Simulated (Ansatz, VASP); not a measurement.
## WC (Qusongite) in two plane-wave programs

Aim: how closely do two programs agree when they are given the same cell, functional and k mesh? The cell comes out of earlier VASP steps on this material, which relaxed, scaled or displaced it; both programs get it as it stands.

Method: plane waves, with VASP 6.6.1 beside it; relaxation of cell and atoms at PBEsol, spin-orbit coupling, in Ansatz 0.2.0.

## Step 1: The starting structure

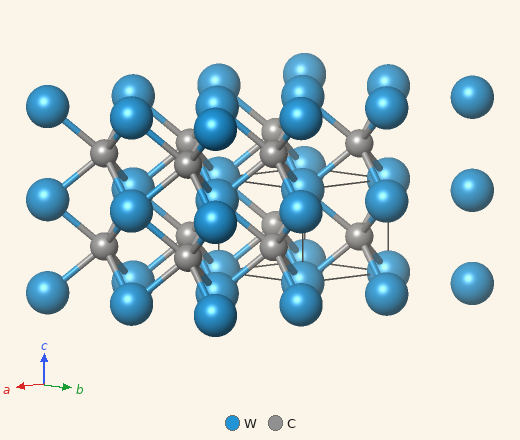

The starting structure, seen from a free direction (tungsten blue, carbon grey). 3×2×2 cells are drawn. Bonds to atoms that aren't drawn are left out. Some periodic images of atoms are drawn too.

Coordinates:

```cif
data_structure
_symmetry_space_group_name_H-M 'P-6m2'
_symmetry_Int_Tables_number 187
_cell_length_a 2.8964
_cell_length_b 2.8964
_cell_length_c 2.8276
_cell_angle_alpha 90.000
_cell_angle_beta 90.000
_cell_angle_gamma 120.000
_cell_volume 20.54
loop_
_atom_site_label
_atom_site_type_symbol
_atom_site_symmetry_multiplicity
_atom_site_Wyckoff_symbol
_atom_site_fract_x
_atom_site_fract_y
_atom_site_fract_z
_atom_site_occupancy
W1 W 1 a 0.00000 0.00000 0.00000 1
C1 C 1 f 0.66667 0.33333 0.50000 1
```

## Step 2: VASP: relaxation of cell and atoms, PBEsol, spin-orbit coupling

The relaxed volume is the usual yardstick between codes: its relative difference is about their pressure difference at one cell divided by the bulk modulus.

Lines of VASP's logs that name or quote its potential files are left out, and so is its time.

INCAR

```
SYSTEM = WC
PREC = Accurate
ENCUT = 520
EDIFF = 1E-06
NELM = 100
ISMEAR = 0
SIGMA = 0.05
LREAL = .FALSE.
ALGO = Normal
GGA = PS
LNONCOLLINEAR = .TRUE.
MAGMOM = 0 0 0 0 0 0
NBANDS = 22
GGA_COMPAT = .FALSE.
LASPH = .TRUE.
LSORBIT = .TRUE.
LMAXMIX = 4
LORBIT = 11
LWAVE = .FALSE.
LCHARG = .FALSE.
KPAR = 8
IBRION = 2
NSW = 50
ISIF = 3
EDIFFG = -0.006
```

POSCAR

```
WC
1.0
    2.8964013243      0.0000000000      0.0000000000
   -1.4482006622      2.5083571264      0.0000000000
    0.0000000000      0.0000000000      2.8276152354
W C
1 1
Direct
    0.0000000000      0.0000000000      0.0000000000
    0.6666666667      0.3333333333      0.5000000000
```

KPOINTS

```
Automatic mesh
0
Gamma
12 12 10
0 0 0
```

PAW data sets: W and C (PBE family, release 64).

Command:

```bash
> mpirun -np 8 vasp_ncl
```

Numbers of over 12 decimals in the logs are rounded to 6 here.

What it wrote:

```text
[banner, memory and clock lines left out]
running    8 mpi-ranks, on    1 nodes
 distrk:  each k-point on    1 cores,    8 groups
 distr:  one band on    1 cores,    1 groups

 POSCAR found type information on POSCAR W C
 POSCAR found :  2 types and       2 ions
|                                                                             |
|           W    W    AA    RRRRR   N    N  II  N    N   GGGG   !!!           |
|           W    W   A  A   R    R  NN   N  II  NN   N  G    G  !!!           |
|           W    W  A    A  R    R  N N  N  II  N N  N  G       !!!           |
|           W WW W  AAAAAA  RRRRR   N  N N  II  N  N N  G  GGG   !            |
|           WW  WW  A    A  R   R   N   NN  II  N   NN  G    G                |
|           W    W  A    A  R    R  N    N  II  N    N   GGGG   !!!           |
|                                                                             |
|     For optimal performance we recommend to set                             |
|       NCORE = 2 up to number-of-cores-per-socket                            |
|     NCORE specifies how many cores store one orbital (NPAR=cpu/NCORE).      |
|     This setting can greatly improve the performance of VASP for DFT.       |
|     The default, NCORE=1 might be grossly inefficient on modern             |
|     multi-core architectures or massively parallel machines. Do your        |
|     Unfortunately you need to use the default for GW and RPA                |
|     calculations (for HF NCORE is supported but not extensively tested      |
|     yet).                                                                   |
|                                                                             |

|                                                                             |
|               ----> ADVICE to this user running VASP <----                  |
|                                                                             |
|     You enforced a specific xc type in the INCAR file but a different       |
|     [... a line on the potential file left out ...]
|     I HOPE YOU KNOW WHAT YOU ARE DOING!                                     |
|                                                                             |

 LDA part: xc-table for (Slater+PW92), standard interpolation
 POSCAR, INCAR and KPOINTS ok, starting setup
 FFT: planning ... GRIDC
 FFT: planning ... GRID_SOFT
 FFT: planning ... GRID
 WAVECAR not read
 entering main loop
       N       E                     dE             d eps       ncg     rms          rms(c)
DAV:   1     0.294261745596E+02    0.29426E+02   -0.45972E+03  8184   0.838E+02
DAV:   2    -0.244356450017E+02   -0.53862E+02   -0.50698E+02  9610   0.225E+02
DAV:   3    -0.270790439744E+02   -0.26434E+01   -0.26045E+01 10452   0.421E+01
DAV:   4    -0.271032436136E+02   -0.24200E-01   -0.24189E-01  8962   0.491E+00
DAV:   5    -0.271033904610E+02   -0.14685E-03   -0.14684E-03 10282   0.363E-01    0.353E+01
DAV:   6    -0.242770677680E+02    0.28263E+01   -0.40111E+00 12016   0.216E+01    0.108E+01
DAV:   7    -0.242114994868E+02    0.65568E-01   -0.59399E-01  8588   0.708E+00    0.902E+00
DAV:   8    -0.241737509284E+02    0.37749E-01   -0.12598E-01  9162   0.257E+00    0.290E+00
DAV:   9    -0.241641246099E+02    0.96263E-02   -0.10401E-02  9030   0.859E-01    0.953E-01
DAV:  10    -0.241631819234E+02    0.94269E-03   -0.48782E-03  9358   0.527E-01    0.351E-01
DAV:  11    -0.241631064592E+02    0.75464E-04   -0.23772E-04 10146   0.148E-01    0.989E-02
DAV:  12    -0.241631051554E+02    0.13038E-05   -0.16575E-05 10360   0.451E-02    0.196E-02
DAV:  13    -0.241631042721E+02    0.88327E-06   -0.84057E-07  6204   0.908E-03
   1 F= -.24163104E+02 E0= -.24162966E+02  d E =-.241631E+02  mag=     0.0000    -0.0000    -0.0000
 curvature:   0.00 expect dE= 0.000E+00 dE for cont linesearch  0.000E+00
 trial: gam= 0.00000 g(F)=  0.353E-49 g(S)=  0.360E-07 ort = 0.000E+00 (trialstep = 0.100E+01)
 search vector abs. value=  0.361E-07
 reached required accuracy - stopping structural energy minimisation
```

From OUTCAR (step 2):

```text
ion  position               nearest neighbor table
   1  0.000  0.000  0.000-   2 2.19   2 2.19   2 2.19   2 2.19   2 2.19   2 2.19
   2  0.667  0.333  0.500-   1 2.19   1 2.19   1 2.19   1 2.19   1 2.19   1 2.19

  LATTYP: Found a hexagonal cell.
 ALAT       =     2.8964013243
 C/A-ratio  =     0.9762511886

 Subroutine GETGRP returns: Found 12 space group operations
 (whereof 12 operations were pure point group operations)

The static configuration has the point symmetry D_3h.

 Found    186 irreducible k-points:

   k-points           NKPTS =    186   k-points in BZ     NKDIM =    186   number of bands    NBANDS=     22

   dimension x,y,z NGX =    24 NGY =   24 NGZ =   24
   dimension x,y,z NGXF=    48 NGYF=   48 NGZF=   48

   ENCUT  =  520.0 eV  38.22 Ry    6.18 a.u.   5.39  5.39  5.26*2*pi/ulx,y,z

   NELECT =      10.0000    total number of electrons

 k-points in reciprocal lattice and weights: Automatic mesh
   0.00000000  0.00000000  0.00000000       0.001
   0.08333333 -0.00000000  0.00000000       0.002
  -0.08333333  0.00000000  0.00000000       0.002
   0.16666667 -0.00000000  0.00000000       0.002
  -0.16666667  0.00000000  0.00000000       0.002
   0.25000000  0.00000000  0.00000000       0.002
  -0.25000000  0.00000000  0.00000000       0.002
   0.33333333  0.00000000  0.00000000       0.002
  -0.33333333  0.00000000  0.00000000       0.002
[...]
-0.33333333 -0.25000000  0.50000000       0.004
   0.33333333  0.33333333  0.50000000       0.001

 average (electrostatic) potential at core
       1 -36.8879       2 -46.1968

 E-fermi :   8.3410

 k-point     1 :       0.0000    0.0000    0.0000
  band No.  band energies     occupation
    ...
      4       3.8835      1.00000
      5       4.7551      1.00000
      6       4.7551      1.00000
      7       5.0639      1.00000
      8       5.0639      1.00000
      9       8.4179      0.01478
     10       8.4179      0.01478
     11      11.3285      0.00000
     12      11.3285      0.00000
     13      11.7179      0.00000
    ...

 k-point     2 :       0.0833   -0.0000    0.0000
  band No.  band energies     occupation
    ...
      6       4.6241      1.00000
      7       5.1335      1.00000
      8       5.1335      1.00000
      9       7.8737      1.00000
     10       7.8737      1.00000
     11      11.4128      0.00000
     12      11.4128      0.00000
     13      12.1658      0.00000
     14      12.1658      0.00000
     15      13.6324      0.00000
    ...

 k-point     3 :      -0.0833    0.0000    0.0000
  band No.  band energies     occupation
    ...
      6       4.6241      1.00000
      7       5.1335      1.00000
      8       5.1335      1.00000
      9       7.8737      1.00000
     10       7.8737      1.00000
     11      11.4128      0.00000
     12      11.4128      0.00000
     13      12.1658      0.00000
     14      12.1658      0.00000
     15      13.6324      0.00000
    ...

  Total       -0.0008616     -0.0008616      0.0000992      0.0000000     -0.0000000      0.0000000
  in kB       -0.0671955     -0.0671955      0.0077359      0.0000000     -0.0000000      0.0000000
  external PRESSURE =      -0.0422184 kB  Pullay stress =       0.0000000 kB

  energy-cutoff  :      520.00
  volume of cell :       20.54
      direct lattice vectors                 reciprocal lattice vectors
     2.896401324  0.000000000  0.000000000     0.345256022  0.199333657  0.000000000
    -1.448200662  2.508357126  0.000000000     0.000000000  0.398667315  0.000000000
     0.000000000  0.000000000  2.827615235     0.000000000  0.000000000  0.353654906

 POSITION                                       TOTAL-FORCE (eV/Angst)
 -----------------------------------------------------------------------------------
      0.00000      0.00000      0.00000        -0.000000      0.000000      0.000000
      1.44820      0.83612      1.41381         0.000000     -0.000000      0.000000
 -----------------------------------------------------------------------------------
    total drift:                               -0.000000      0.000000      0.000000

  FREE ENERGIE OF THE ION-ELECTRON SYSTEM (eV)
  ---------------------------------------------------
  free  energy   TOTEN  =       -24.1631042721 eV

  energy  without entropy=      -24.1628269594  energy(sigma->0) =      -24.16296562

 reached required accuracy - stopping structural energy minimisation

 Spin-Orbit-Coupling matrix elements
 Ion:    1  E_soc:     -0.3635128
 Ion:    2  E_soc:     -0.0002909

 total charge
# of ion       s       p       d       tot
------------------------------------------
    1        0.629   0.907   4.401   5.937
    2        0.850   1.566   0.000   2.415
--------------------------------------------------
tot          1.479   2.473   4.401   8.353

 magnetization (x)
# of ion       s       p       d       tot
------------------------------------------
    1       -0.000   0.000   0.000   0.000
    2        0.000  -0.000   0.000  -0.000
--------------------------------------------------
tot         -0.000   0.000   0.000   0.000

 magnetization (y)
# of ion       s       p       d       tot
------------------------------------------
    1        0.000   0.000   0.000   0.000
    2        0.000  -0.000   0.000  -0.000
--------------------------------------------------
tot          0.000  -0.000   0.000   0.000

 magnetization (z)
# of ion       s       p       d       tot
------------------------------------------
    1       -0.000  -0.000   0.000   0.000
    2        0.000   0.000   0.000   0.000
--------------------------------------------------
tot          0.000  -0.000   0.000   0.000

[... 3 further parts left out ...]
```

(Part 1 of 2 ends here.)

[Lines on the potential files, build, host, timing and source positions are cut from VASP's logs without a mark.]

[Logs are printed without paths, hosts, clocks, repeated set-up lines and the standing remarks that a program may print on its own settings, such as how far it seeks lower states.]

[Hosts, paths, dates, database ids (printed as entryN), source tags and the programs' standing remarks are cut or masked in the printed files.]
